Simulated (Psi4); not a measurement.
# TiHCl3O (SMILES Cl[Ti](Cl)(Cl)O) at HF/STO-3G

Aim: the vertical singlet–triplet gap of TiHCl3O at HF/STO-3G, from 2 runs. 

Program for the calculation: Psi4 1.11.

## 1. Starting point

The species is TiHCl3O (6 atoms), meant as a singlet with charge 0. SMILES: `Cl[Ti](Cl)(Cl)O`. The coordinates come from a PBE0-D4/def2-TZVP relaxation.

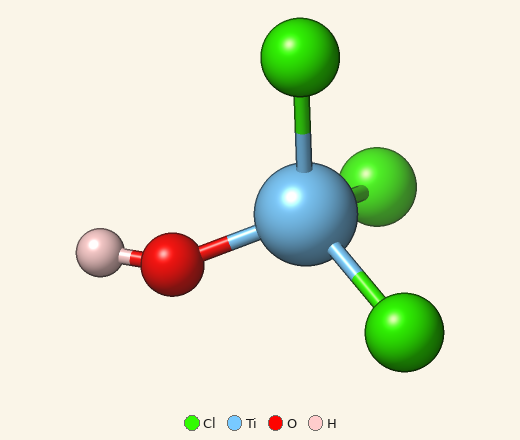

Viewed from a chosen angle; chlorine green, titanium blue, oxygen red, hydrogen pink.

## 2. A single-point energy at HF/STO-3G

Input file cl3hoti.dat:

```
memory 2.2 GB

molecule {
  0 1
  Cl
  Ti 1 2.178993
  Cl 2 2.178883 1 108.52943
  Cl 2 2.17971 3 110.27077 1 -120.8943
  O 2 1.744728 3 109.12654 1 118.83634
  H 5 0.957836 2 146.86831 3 -58.12783
  units angstrom
  symmetry c1
  no_reorient
  no_com
}

set globals {
  puream true
  e_convergence 1e-09
  d_convergence 1e-08
  scf_type pk
}

e, wfn = energy('scf/STO-3G', return_wfn=True)
```

On the command line:

```bash
$ psi4 cl3hoti.dat cl3hoti.out -n 1
```

cl3hoti.out (excerpt; [...] marks lines left out):

```text
[...]
  Running in c1 symmetry.
[...]
  Nuclear repulsion =  537.727189304694207
[...]
  Multiplicity = 1
[...]
  Nalpha       = 41
  Nbeta        = 41
[...]
    Number of basis functions: 51
[...]
   @RHF iter   1: -2278.12597829872766   -2.13754e+00   1.10839e-02 DIIS/ADIIS
[...]
   @RHF iter  10: -2278.39224141742352   -8.64020e-12   7.88102e-09 DIIS
[...]
    Orbital Energies [Eh]
    ---------------------
    Doubly Occupied:
       1A   -181.801110     2A   -103.692335     3A   -103.692161
       4A   -103.690544     5A    -21.579527     6A    -20.336990
       7A    -18.164014     8A    -18.163834     9A    -18.163364
      10A    -10.376898    11A    -10.376641    12A    -10.374988
      13A     -7.819334    14A     -7.819140    15A     -7.817500
      16A     -7.816072    17A     -7.816030    18A     -7.815884
      19A     -7.815816    20A     -7.814225    21A     -7.814131
      22A     -3.165588    23A     -2.102968    24A     -2.099257
      25A     -2.098826    26A     -1.298855    27A     -1.018846
      28A     -1.004600    29A     -1.003388    30A     -0.674279
      31A     -0.497538    32A     -0.493789    33A     -0.488653
      34A     -0.464142    35A     -0.462866    36A     -0.446327
[...]
  @RHF Final Energy: -2278.39224141742352
   => Energetics <=
    Nuclear Repulsion Energy =            537.7271893046942068
    One-Electron Energy =               -4211.8835952912631910
    Two-Electron Energy =                1395.7641645691453505
    Total Energy =                      -2278.3922414174239748
[...]
 Multipole Moments:
 ------------------------------------------------------------------------------------
     Multipole            Electronic (a.u.)      Nuclear  (a.u.)        Total (a.u.)
 ------------------------------------------------------------------------------------
 L = 1.  Multiply by 2.5417464519 to convert [e a0] to [Debye]
 Dipole X            :          1.3396264           -2.6969168           -1.3572905
 Dipole Y            :         -0.5177609            0.9690992            0.4513383
 Dipole Z            :         -0.3770026            0.7100349            0.3330323
 Magnitude           :                                                    1.4686232
[...]
```

Wall time 2 s (1 thread of Intel Xeon 6975P-C (Granite Rapids), shared host); peak memory 0.21 GiB.

## 3. The triplet: energy and gradient at UHF/STO-3G

Input file calc.dat:

```
memory 2200 MB

molecule {
  0 3
  Cl    -1.629250    -0.831330     1.360800
  Ti    -0.080580    -0.347470    -0.093680
  Cl     1.757320    -1.362960     0.488070
  Cl    -0.693400    -0.978720    -2.087950
  O      0.191890     1.375840    -0.087440
  H      0.454040     2.144630     0.420190
  symmetry c1
}

set {
  basis STO-3G
  reference uhf
  puream true
  e_convergence 1e-09
  d_convergence 1e-08
  scf_type pk
  maxiter 100
}

e_tot, wfn = gradient('scf', return_wfn=True)
oeprop(wfn, 'MAYER_INDICES', 'DIPOLE', 'WIBERG_LOWDIN_INDICES', title='SCF')
print_variables()
```

On the command line:

```bash
$ psi4 calc.dat calc.out -n 1
```

calc.out (excerpt; [...] marks lines left out):

```text
[...]
  Running in c1 symmetry.
[...]
  Nuclear repulsion =  537.727169234765938
[...]
  Multiplicity = 3
[...]
  Nalpha       = 42
  Nbeta        = 40
[...]
    Number of basis functions: 51
[...]
   @UHF iter   1: -2277.98289474548938   -1.99446e+00   7.42857e-03 ADIIS/DIIS
[...]
   @UHF iter  39: -2278.14501457181996   -2.22826e-11   5.88195e-09 DIIS
[...]
   @S^2 Observed:                2.005219768E+00
[...]
  @UHF Final Energy: -2278.14501457181996
   => Energetics <=
    Nuclear Repulsion Energy =            537.7271692347659382
    One-Electron Energy =               -4214.5331780698734292
    Two-Electron Energy =                1398.6609942632876482
    Total Energy =                      -2278.1450145718199565
  UHF NO Occupations:
  HONO-2 :   40  A 1.9988829
  HONO-1 :   41  A 1.0000000
[...]
  -Total Gradient:
     Atom            X                  Y                   Z
    ------   -----------------  -----------------  -----------------
       1        0.017512021839    -0.008428414280    -0.012118583880
       2        0.032056749250     0.205082686157    -0.002038732831
       3       -0.023094723119    -0.001685226960    -0.001712737265
       4        0.005383862454     0.002597842444     0.019925484307
       5       -0.011871809035    -0.147145066982     0.039239719284
       6       -0.019986101376    -0.050421820370    -0.043295149585
[...]
 Multipole Moments:
 ------------------------------------------------------------------------------------
     Multipole            Electronic (a.u.)      Nuclear  (a.u.)        Total (a.u.)
 ------------------------------------------------------------------------------------
 L = 1.  Multiply by 2.5417464519 to convert [e a0] to [Debye]
 Dipole X            :          0.0325595            0.5895922            0.6221517
 Dipole Y            :          0.4092568            2.8473893            3.2566461
 Dipole Z            :         -0.0937210            0.5112891            0.4175681
 Magnitude           :                                                    3.3417330
[...]
```

It took 3.3 s on 1 thread of Intel Xeon 6975P-C (Granite Rapids), shared host; peak memory 0.21 GiB.

## 4. Summary of results

Level: HF/STO-3G.

| quantity | value |
| --- | --- |
| singlet: total energy | -2278.39224 Eh |
| singlet: dipole moment | 3.73 D |
| singlet: HOMO energy | -10.84 eV |
| singlet: LUMO energy | 5.48 eV |
| singlet: HOMO–LUMO gap | 16.31 eV |
| triplet: total energy | -2278.14501 Eh |
| triplet: dipole moment | 8.49 D |
| triplet: HOMO energy (highest over α and β) | -4.23 eV |
| triplet: LUMO energy (lowest over α and β) | 0.07 eV |
| triplet: ⟨S²⟩ | 2.005 |
| triplet: largest force on an atom | 10.674 eV/Å |
| vertical energy of the triplet above the singlet | 6.727 eV |

What this shows: At this shape the triplet lies 6.73 eV (649 kJ/mol) above the singlet. In a minimal basis such a difference can be off by several eV, whatever the method.
